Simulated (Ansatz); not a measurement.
# Cl₃F₂HSi₂: a spread of methods and bases

How do the results and run time of Cl₃F₂HSi₂ respond when the settings are drawn wide?

Program: Ansatz 0.2.0, Gaussian basis. Level of theory: the settings change from run to run. These are calculated values, not measurements.

**1. The molecule**

The geometry comes from an earlier relaxation with PBE0-D4 in a triple-zeta def2 set; it is a stationary point, not always the lowest conformer.

SMILES `F[SiH](F)[Si](Cl)(Cl)Cl`, 8 atoms, charge 0, spin multiplicity 1.

Atoms are counted from 1 here; the program's logs count them from 0.

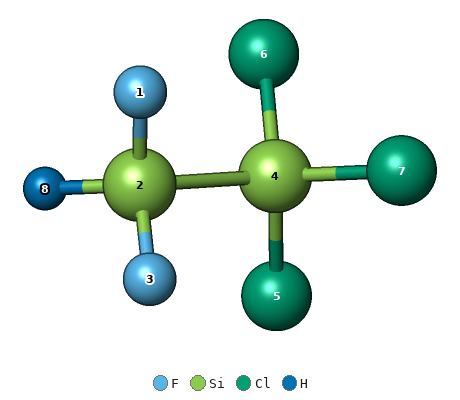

The structure; colours as in the key; atoms are numbered from 1 in the order of the file.

**2. PBE/aug-cc-pVTZ**

This run has D4 dispersion, high accuracy.

The input, in.yaml:

```yaml
crystal:
  periodic: [false, false, false]
  atoms:
    - {symbol: F, position_ang: [1.043506, -0.878419, 1.840600]}
    - {symbol: Si, position_ang: [0.229325, -1.104770, 0.497907]}
    - {symbol: F, position_ang: [1.146218, -1.933377, -0.496908]}
    - {symbol: Si, position_ang: [-0.222162, 0.983322, -0.464244]}
    - {symbol: Cl, position_ang: [-1.238743, 0.706373, -2.209001]}
    - {symbol: Cl, position_ang: [-1.384221, 2.066703, 0.812609]}
    - {symbol: Cl, position_ang: [1.495948, 2.003929, -0.840974]}
    - {symbol: H, position_ang: [-0.977670, -1.900861, 0.804210]}
basis:
  gaussian: {orbitals: aug-cc-pVTZ}
hamiltonian: {xc: {name: PBE}, dispersion: d4}
accuracy: high
```

The run is started by

```
ansatz run in.yaml --threads 2 --pin off --events-out ev --progress --plain --max-ram 32768MiB --backend cuda --devices 0, --max-vram 18GiB
```

The program printed:

```text
Functional definition: PBE
  name "PBE"
  cite "Perdew, Burke & Ernzerhof, Phys. Rev. Lett. 77, 3865 (1996) doi:10.1103/PhysRevLett.77.3865"
  parent pbe
  parameter kappa = 0.804
  parameter beta = 0.06672455060314922
  exchange = pbe_x(kappa = kappa, mu = beta*pi^2/3)
  correlation = pbe_c(beta = beta)
5526 factors; integrals over basis functions are off by at most 3.6e-9 eV
mean field evaluation 1: about -58753.0819 eV, gradient 5.1e1 eV
mean field evaluation 2: about -58742.4081 eV, gradient 1.0e2 eV
mean field evaluation 4: about -58756.9673 eV, gradient 3.1e0 eV
mean field evaluation 8: about -58756.9880 eV, gradient 4.1e-1 eV
mean field evaluation 16: about -58756.9883 eV, gradient 4.2e-5 eV
mean field -58756.98829909 eV, -2159.2794930745 hartree, gradient 4.2e-8 eV, S^2 0.000000; 0 other end points of the search recorded, 0 dependent functions left out
reference -58756.98830608 eV, -2159.2794933314 hartree; 49, 49 occupied and 316, 316 virtual orbitals, 5526 factors
Total energy: -58757.34693185 eV, -2159.2926725853 hartree
```

Wall time 14 s (1 × H100 (card shared with other runs) with 2 threads of AMD EPYC 7R13, shared host); peak host memory 1.4 GiB.

**3. HSE06/6-31G***

Set apart from the defaults: D3(BJ) dispersion.

Changes to in.yaml since step 2:

```diff
@@ -12,4 +12,4 @@
 basis:
-  gaussian: {orbitals: aug-cc-pVTZ}
-hamiltonian: {xc: {name: PBE}, dispersion: d4}
-accuracy: high
+  gaussian: {orbitals: "6-31G*"}
+hamiltonian: {xc: {name: HSE06}, dispersion: d3bj}
+output: {forces: true}
```

The run is started by

```
ansatz run in.yaml --threads 2 --pin off --events-out ev --progress --plain --max-ram 32768MiB --backend cpu
```

The program printed (excerpt; [...] marks lines left out):

```text
Functional definition: HSE06
  name "HSE06"
  cite "Heyd, Scuseria & Ernzerhof, J. Chem. Phys. 118, 8207 (2003) doi:10.1063/1.1564060"
  cite "Krukau, Vydrov, Izmaylov & Scuseria, J. Chem. Phys. 125, 224106 (2006) doi:10.1063/1.2404663"
  cite "Heyd & Scuseria, J. Chem. Phys. 120, 7274 (2004) doi:10.1063/1.1668634"
  cite "Ernzerhof & Perdew, J. Chem. Phys. 109, 3313 (1998) doi:10.1063/1.476928"
  cite "Perdew, Burke & Ernzerhof, Phys. Rev. Lett. 77, 3865 (1996) doi:10.1103/PhysRevLett.77.3865"
  parent pbe
[...]
  # The whole range is PBE's own exchange, as in plane waves. The composition of these papers is wPBEh.
[...]
1106 factors; integrals over basis functions are off by at most 6.6e-4 eV
110 factors; integrals over basis functions are off by at most 2.4e-7 eV
[...]
mean field -58753.05659954 eV, -2159.1350057812 hartree, gradient 1.2e-5 eV, S^2 0.000000; 0 other end points of the search recorded, 0 dependent functions left out
[...]
reference -58753.05663863 eV, -2159.1350072174 hartree; 49, 49 occupied and 78, 78 virtual orbitals, 1106 factors
Total energy: -58753.32131367 eV, -2159.1447338459 hartree
Atom 0 at     1.043506    -0.878419     1.840600 Å, force     0.258733     0.140765     0.443209 eV/Å
Atom 1 at     0.229325    -1.104770     0.497907 Å, force    -0.457480     0.154110    -0.089506 eV/Å
Atom 2 at     1.146218    -1.933377    -0.496908 Å, force     0.295129    -0.230112    -0.378428 eV/Å
Atom 3 at    -0.222162     0.983322    -0.464244 Å, force     0.082266    -0.418649     0.192422 eV/Å
Atom 4 at    -1.238743     0.706373    -2.209001 Å, force    -0.135430    -0.007192    -0.239769 eV/Å
Atom 5 at    -1.384221     2.066703     0.812609 Å, force    -0.154016     0.169524     0.152856 eV/Å
Atom 6 at     1.495948     2.003929    -0.840974 Å, force     0.214461     0.162849    -0.063056 eV/Å
Atom 7 at    -0.977670    -1.900861     0.804210 Å, force    -0.103663     0.028706    -0.017729 eV/Å
Dipole moment:    -0.182683    -0.160242     0.064229 e Å
```

It took 4.2 s on 2 threads of AMD EPYC 7R13, shared host; peak memory 0.53 GiB.

Largest force 0.532 eV/Å, dipole 1.21 D.

**4. CCSD(T)/cc-pVTZ-DK**

This run has multiplicity 3.

Changes to in.yaml since step 3:

```diff
@@ -12,4 +12,5 @@
 basis:
-  gaussian: {orbitals: "6-31G*"}
-hamiltonian: {xc: {name: HSE06}, dispersion: d3bj}
-output: {forces: true}
+  gaussian: {orbitals: cc-pVTZ-DK}
+magnetization: {spin_polarized: true, initial_magnetization: 2}
+hamiltonian: {xc: {name: HF}}
+correlation: {method: ccsd_t}
```

The run is started by

```
ansatz run in.yaml --threads 2 --pin off --events-out ev --progress --plain --max-ram 32768MiB --backend cuda --devices 0, --max-vram 18GiB
```

The program printed (excerpt; [...] marks lines left out):

```text
Functional definition: HF
  name "HF"
  cite "Fock, Z. Phys. 61, 126 (1930) doi:10.1007/BF01340294"
  parent pbe
[...]
1474 factors; integrals over basis functions are off by at most 8.9e-4 eV
[...]
mean field -58821.97528706 eV, -2161.6677208327 hartree, gradient 9.7e-8 eV, S^2 2.012820; 15 other end points of the search recorded, 0 dependent functions left out
determinant -58821.97528706 eV, -2161.6677208327 hartree, with singles and doubles -58858.42965749 eV, -2163.0073942362 hartree
determinant -58821.90451926 eV, -2161.6651201639 hartree, with singles and doubles -58858.37866430 eV, -2163.0055202710 hartree
determinant -58820.30201282 eV, -2161.6062291386 hartree, with singles and doubles -58856.65547863 eV, -2162.9421943657 hartree
determinant -58820.11842100 eV, -2161.5994822635 hartree, with singles and doubles -58856.98342321 eV, -2162.9542461067 hartree
[...]
determinant -58819.26596890 eV, -2161.5681552268 hartree, with singles and doubles -58856.41112064 eV, -2162.9332143753 hartree
determinant -58819.13696845 eV, -2161.5634145477 hartree, with singles and doubles -58855.94299822 eV, -2162.9160111937 hartree
determinant -58821.97528706 eV, -2161.6677208327 hartree, with singles and doubles -58858.40767210 eV, -2163.0065862879 hartree
determinant -58821.90451926 eV, -2161.6651201639 hartree, with singles and doubles -58858.35646939 eV, -2163.0047046230 hartree
27 core orbitals not correlated: weight in the atoms' cores, before any rotation towards them, 1.000 or more for the frozen orbitals, at most 0.000 for the correlated occupied ones
reference -58821.97528706 eV, -2161.6677208327 hartree; 23, 21 occupied and 194, 196 virtual orbitals, 1474 factors
second order -34.96459957 eV of doubles, -0.00000000 eV of singles
cycle   1  -36.43238518 eV  change   -1.5e-7 eV  update   7.9e-6
perturbative correction -1.47523487 eV, -0.0542138813 hartree
Total energy: -58859.88290711 eV, -2163.0608001747 hartree
Relativity: scalar
```

Run time: 75 s. Hardware: 1 × H100 (card shared with other runs) with 2 threads of AMD EPYC 7R13, shared host; peak host memory 2.3 GiB.

⟨S²⟩ 2.013, T1 0.019.

**5. SVWN5/def2-mTZVP**

Set apart from the defaults: multiplicity 3, restricted open-shell orbitals.

Changes to in.yaml since step 4:

```diff
@@ -12,5 +12,4 @@
 basis:
-  gaussian: {orbitals: cc-pVTZ-DK}
-magnetization: {spin_polarized: true, initial_magnetization: 2}
-hamiltonian: {xc: {name: HF}}
-correlation: {method: ccsd_t}
+  gaussian: {orbitals: def2-mTZVP}
+magnetization: {spin_polarized: false, initial_magnetization: 2}
+hamiltonian: {xc: {name: SVWN5}}
```

The run is started by

```
ansatz run in.yaml --threads 2 --pin off --events-out ev --progress --plain --max-ram 32768MiB --backend cpu
```

The program printed (excerpt; [...] marks lines left out):

```text
Functional definition: SVWN5
  name "SVWN5"
  cite "Dirac, Proc. Camb. Phil. Soc. 26, 376 (1930) doi:10.1017/S0305004100016108"
  cite "Slater, Phys. Rev. 81, 385 (1951) doi:10.1103/PhysRev.81.385"
  cite "Vosko, Wilk & Nusair, Can. J. Phys. 58, 1200 (1980) doi:10.1139/p80-159"
[...]
1445 factors; their error is unknown
[...]
mean field -58560.96723782 eV, -2152.0758519408 hartree, gradient 8.8e-6 eV, S^2 2.000000; 12 other end points of the search recorded, 0 dependent functions left out
reference -58560.96728160 eV, -2152.0758535494 hartree; 50, 48 occupied and 101, 103 virtual orbitals, 1445 factors
Total energy: -58560.96728160 eV, -2152.0758535494 hartree
```

It took 20 s on 2 threads of AMD EPYC 7R13, shared host; peak memory 0.53 GiB.

**6. CAM-B3LYP/cc-pVTZ**

Set apart from the defaults: D3(BJ) dispersion, relativity set to none.

Changes to in.yaml since step 5:

```diff
@@ -12,4 +12,3 @@
 basis:
-  gaussian: {orbitals: def2-mTZVP}
-magnetization: {spin_polarized: false, initial_magnetization: 2}
-hamiltonian: {xc: {name: SVWN5}}
+  gaussian: {orbitals: cc-pVTZ}
+hamiltonian: {xc: {name: CAM-B3LYP}, dispersion: d3bj, pseudopotentials: {relativity: none}}
```

Same command.

The program printed (excerpt; [...] marks lines left out):

```text
Functional definition: CAM-B3LYP
  name "CAM-B3LYP"
  cite "Yanai, Tew & Handy, Chem. Phys. Lett. 393, 51 (2004) doi:10.1016/j.cplett.2004.06.011"
  cite "Iikura, Tsuneda, Yanai & Hirao, J. Chem. Phys. 115, 3540 (2001) doi:10.1063/1.1383587"
  cite "Becke, Phys. Rev. A 38, 3098 (1988) doi:10.1103/PhysRevA.38.3098"
  cite "Lee, Yang & Parr, Phys. Rev. B 37, 785 (1988) doi:10.1103/PhysRevB.37.785"
  cite "Vosko, Wilk & Nusair, Can. J. Phys. 58, 1200 (1980) doi:10.1139/p80-159"
[...]
  # Exact exchange under (alpha + beta erf(omega r))/r, Becke's under what is left of 1/r.
[...]
1784 factors; their error is unknown
335 factors; integrals over basis functions are off by at most 1.0e-5 eV
[...]
mean field -58785.74569737 eV, -2160.3363079687 hartree, gradient 6.0e-5 eV, S^2 0.000000; 0 other end points of the search recorded, 0 dependent functions left out
reference -58785.74584792 eV, -2160.3363135014 hartree; 49, 49 occupied and 195, 195 virtual orbitals, 1784 factors
Total energy: -58786.05673675 eV, -2160.3477384551 hartree
```

Run time: 7.5 s. Hardware: 2 threads of AMD EPYC 7R13, shared host; peak memory 0.94 GiB.

**7. B97/x2c-TZVPPall**

This run has relativity set to scalar, high accuracy.

Changes to in.yaml since step 6:

```diff
@@ -12,3 +12,5 @@
 basis:
-  gaussian: {orbitals: cc-pVTZ}
-hamiltonian: {xc: {name: CAM-B3LYP}, dispersion: d3bj, pseudopotentials: {relativity: none}}
+  gaussian: {orbitals: x2c-TZVPPall}
+hamiltonian: {xc: {name: B97}, pseudopotentials: {relativity: scalar}}
+accuracy: high
+output: {forces: true}
```

The run is started by

```
ansatz run in.yaml --threads 2 --pin off --events-out ev --progress --plain --max-ram 32768MiB --backend cuda --devices 0, --max-vram 18GiB
```

The program printed (excerpt; [...] marks lines left out):

```text
Functional definition: B97
  name "B97"
  cite "Becke, J. Chem. Phys. 107, 8554 (1997) doi:10.1063/1.475007"
[...]
      + integral(e_c_pw_opposite_spin*poly(b97_u_opposite, cos0, cos1, cos2))
4578 factors; integrals over basis functions are off by at most 4.7e-8 eV
[...]
mean field -58930.10029589 eV, -2165.6412416175 hartree, gradient 4.9e-8 eV, S^2 0.000000; 0 other end points of the search recorded, 0 dependent functions left out
[...]
reference -58930.10029816 eV, -2165.6412417007 hartree; 49, 49 occupied and 237, 237 virtual orbitals, 4578 factors
Total energy: -58930.10029816 eV, -2165.6412417007 hartree
Relativity: scalar
Atom 0 at     1.043506    -0.878419     1.840600 Å, force     0.133192     0.026495     0.245608 eV/Å
Atom 1 at     0.229325    -1.104770     0.497907 Å, force    -0.274641    -0.020655    -0.002718 eV/Å
Atom 2 at     1.146218    -1.933377    -0.496908 Å, force     0.151825    -0.161959    -0.171834 eV/Å
Atom 3 at    -0.222162     0.983322    -0.464244 Å, force     0.023821    -0.137484     0.063069 eV/Å
Atom 4 at    -1.238743     0.706373    -2.209001 Å, force    -0.150916    -0.039303    -0.258001 eV/Å
Atom 5 at    -1.384221     2.066703     0.812609 Å, force    -0.172183     0.161316     0.187648 eV/Å
Atom 6 at     1.495948     2.003929    -0.840974 Å, force     0.256680     0.154240    -0.057197 eV/Å
Atom 7 at    -0.977670    -1.900861     0.804210 Å, force     0.032220     0.017351    -0.006573 eV/Å
Dipole moment:    -0.201953    -0.051647     0.014396 e Å
```

Wall time 11 s (1 × H100 (card shared with other runs) with 2 threads of AMD EPYC 7R13, shared host); peak host memory 1.4 GiB.

Largest force 0.305 eV/Å, dipole 1.00 D.

**8. B97/x2c-TZVPPall**

Options: atoms shaken by 0.08 Å, finite nuclei.

The input, in.yaml:

```yaml
crystal:
  periodic: [false, false, false]
  atoms:
    - {symbol: F, position_ang: [1.123045, -0.850309, 1.876584]}
    - {symbol: Si, position_ang: [0.161523, -1.085943, 0.472342]}
    - {symbol: F, position_ang: [1.256031, -1.896558, -0.467313]}
    - {symbol: Si, position_ang: [-0.188439, 1.028420, -0.389132]}
    - {symbol: Cl, position_ang: [-1.270609, 0.638858, -2.101255]}
    - {symbol: Cl, position_ang: [-1.375799, 2.054856, 0.610835]}
    - {symbol: Cl, position_ang: [1.449626, 2.233500, -0.835037]}
    - {symbol: H, position_ang: [-0.981043, -1.901485, 0.715056]}
basis:
  gaussian: {orbitals: x2c-TZVPPall, nuclear_model: gaussian}
hamiltonian: {xc: {name: B97}}
```

Launched as before.

The program printed (excerpt; [...] marks lines left out):

```text
Functional definition: B97
  name "B97"
  cite "Becke, J. Chem. Phys. 107, 8554 (1997) doi:10.1063/1.475007"
[...]
      + integral(e_c_pw_opposite_spin*poly(b97_u_opposite, cos0, cos1, cos2))
1866 factors; their error is unknown
[...]
mean field -58929.13551998 eV, -2165.6057867565 hartree, gradient 6.0e-5 eV, S^2 0.000000; 0 other end points of the search recorded, 0 dependent functions left out
reference -58929.13554402 eV, -2165.6057876399 hartree; 49, 49 occupied and 237, 237 virtual orbitals, 1866 factors
Total energy: -58929.13554402 eV, -2165.6057876399 hartree
Relativity: scalar
```

Wall time 2.7 s (1 × H100 (card shared with other runs) with 2 threads of AMD EPYC 7R13, shared host); peak host memory 0.87 GiB.

**9. SVWN5/cc-pVTZ-DK**

The input, in.yaml:

```yaml
crystal:
  periodic: [false, false, false]
  atoms:
    - {symbol: F, position_ang: [1.043506, -0.878419, 1.840600]}
    - {symbol: Si, position_ang: [0.229325, -1.104770, 0.497907]}
    - {symbol: F, position_ang: [1.146218, -1.933377, -0.496908]}
    - {symbol: Si, position_ang: [-0.222162, 0.983322, -0.464244]}
    - {symbol: Cl, position_ang: [-1.238743, 0.706373, -2.209001]}
    - {symbol: Cl, position_ang: [-1.384221, 2.066703, 0.812609]}
    - {symbol: Cl, position_ang: [1.495948, 2.003929, -0.840974]}
    - {symbol: H, position_ang: [-0.977670, -1.900861, 0.804210]}
basis:
  gaussian: {orbitals: cc-pVTZ-DK}
hamiltonian: {xc: {name: SVWN5}}
output: {forces: true}
```

The run is started by

```
ansatz run in.yaml --threads 2 --pin off --events-out ev --progress --plain --max-ram 32768MiB --backend cpu
```

The program printed (excerpt; [...] marks lines left out):

```text
Functional definition: SVWN5
  name "SVWN5"
  cite "Dirac, Proc. Camb. Phil. Soc. 26, 376 (1930) doi:10.1017/S0305004100016108"
  cite "Slater, Phys. Rev. 81, 385 (1951) doi:10.1103/PhysRev.81.385"
  cite "Vosko, Wilk & Nusair, Can. J. Phys. 58, 1200 (1980) doi:10.1139/p80-159"
[...]
1724 factors; their error is unknown
[...]
mean field -58719.57049083 eV, -2157.9044139837 hartree, gradient 5.5e-5 eV, S^2 0.000000; 0 other end points of the search recorded, 0 dependent functions left out
[...]
reference -58719.57053124 eV, -2157.9044154686 hartree; 49, 49 occupied and 195, 195 virtual orbitals, 1724 factors
Total energy: -58719.57053124 eV, -2157.9044154686 hartree
Relativity: scalar
Atom 0 at     1.043506    -0.878419     1.840600 Å, force     0.176382     0.051577     0.259319 eV/Å
Atom 1 at     0.229325    -1.104770     0.497907 Å, force    -0.250552     0.358553    -0.172799 eV/Å
Atom 2 at     1.146218    -1.933377    -0.496908 Å, force     0.196583    -0.154280    -0.196554 eV/Å
Atom 3 at    -0.222162     0.983322    -0.464244 Å, force     0.088364    -0.247484     0.115540 eV/Å
Atom 4 at    -1.238743     0.706373    -2.209001 Å, force    -0.051284    -0.002742    -0.080912 eV/Å
Atom 5 at    -1.384221     2.066703     0.812609 Å, force    -0.057519     0.056766     0.051430 eV/Å
Atom 6 at     1.495948     2.003929    -0.840974 Å, force     0.078183     0.069819    -0.027694 eV/Å
Atom 7 at    -0.977670    -1.900861     0.804210 Å, force    -0.180157    -0.132209     0.051670 eV/Å
Dipole moment:    -0.191270    -0.070127     0.023209 e Å
```

It took 3.4 s on 2 threads of AMD EPYC 7R13, shared host; peak memory 0.53 GiB.

Largest force 0.470 eV/Å, dipole 0.98 D.

**10. RPBE/pcseg-2**

This run has charge +1, multiplicity 2, D4 dispersion.

Changes to in.yaml since step 9:

```diff
@@ -12,4 +12,6 @@
 basis:
-  gaussian: {orbitals: cc-pVTZ-DK}
-hamiltonian: {xc: {name: SVWN5}}
+  gaussian: {orbitals: pcseg-2}
+total_charge: 1
+magnetization: {spin_polarized: true, initial_magnetization: 1}
+hamiltonian: {xc: {name: RPBE}, dispersion: d4}
 output: {forces: true}
```

Launched as before.

The program printed (excerpt; [...] marks lines left out):

```text
Functional definition: RPBE
  name "RPBE"
  cite "Hammer, Hansen & Nørskov, Phys. Rev. B 59, 7413 (1999) doi:10.1103/PhysRevB.59.7413"
  cite "Perdew, Burke & Ernzerhof, Phys. Rev. Lett. 77, 3865 (1996) doi:10.1103/PhysRevLett.77.3865"
[...]
1688 factors; their error is unknown
[...]
mean field -58769.62772726 eV, -2159.7439834923 hartree, gradient 1.1e-5 eV, S^2 0.751964; 8 other end points of the search recorded, 0 dependent functions left out
[...]
reference -58769.62777464 eV, -2159.7439852335 hartree; 49, 48 occupied and 195, 196 virtual orbitals, 1688 factors
Total energy: -58770.60167843 eV, -2159.7797755379 hartree
Atom 0 at     1.043506    -0.878419     1.840600 Å, force    -0.149654     0.490588    -0.078112 eV/Å
Atom 1 at     0.229325    -1.104770     0.497907 Å, force     1.150822    -2.253116     1.067406 eV/Å
Atom 2 at     1.146218    -1.933377    -0.496908 Å, force    -0.138364     0.378432    -0.326640 eV/Å
Atom 3 at    -0.222162     0.983322    -0.464244 Å, force    -0.697875     2.768412    -1.279660 eV/Å
Atom 4 at    -1.238743     0.706373    -2.209001 Å, force     0.147375    -0.500148     0.248008 eV/Å
Atom 5 at    -1.384221     2.066703     0.812609 Å, force     0.149036    -0.511705     0.221658 eV/Å
Atom 6 at     1.495948     2.003929    -0.840974 Å, force     0.124034    -0.522009     0.240821 eV/Å
Atom 7 at    -0.977670    -1.900861     0.804210 Å, force    -0.585375     0.149546    -0.093479 eV/Å
Dipole moment:    -0.350491    -0.137888     0.046733 e Å
```

It took 18 s on 2 threads of AMD EPYC 7R13, shared host; peak memory 0.55 GiB.

Largest force 3.129 eV/Å, ⟨S²⟩ 0.752.

**11. All runs side by side**

| level | charge | multiplicity | geometry | functions | energy (eV) | time |
| --- | --- | --- | --- | --- | --- | --- |
| PBE/aug-cc-pVTZ | 0 | 1 | relaxed | 365 | -58757.347 | 14 s |
| HSE06/6-31G* | 0 | 1 | relaxed | 127 | -58753.321 | 4.2 s |
| CCSD(T)/cc-pVTZ-DK | 0 | 3 | relaxed | 244 | -58859.883 | 75 s |
| SVWN5/def2-mTZVP | 0 | 3 | relaxed | 151 | -58560.967 | 20 s |
| CAM-B3LYP/cc-pVTZ | 0 | 1 | relaxed | 244 | -58786.057 | 7.5 s |
| B97/x2c-TZVPPall | 0 | 1 | relaxed | 286 | -58930.100 | 11 s |
| B97/x2c-TZVPPall | 0 | 1 | shaken | 286 | -58929.136 | 2.7 s |
| SVWN5/cc-pVTZ-DK | 0 | 1 | relaxed | 244 | -58719.571 | 3.4 s |
| RPBE/pcseg-2 | 1 | 2 | relaxed | 244 | -58770.602 | 18 s |

**12. Outcome**

```
                                         quantity                     value
                                             runs                         9
                                         quickest   B97/x2c-TZVPPall, 2.7 s
                                          slowest  CCSD(T)/cc-pVTZ-DK, 75 s
spread of total energies, same state and geometry                  210.5 eV
                  dipole, same state and geometry            0.98 to 1.21 D
```

What this shows: Run time spans a factor of 28, from B97/x2c-TZVPPall to CCSD(T)/cc-pVTZ-DK. The jobs differ in tasks and options as well as level. Total energies at one charge and spin differ by 211 eV between levels, so only differences within one level mean anything. Some of these runs are scalar-relativistic and others not, which shifts the totals of all-electron atoms past neon by eV; core potentials, where a basis has them, take the core out of the total altogether. At the PBE0-D4/def2-TZVP geometry and in the same state, runs without warnings or point charges leave forces up to 0.53 eV/Å (HSE06/6-31G*). At that geometry and state the dipole changes by 23 % between the lowest and highest value.
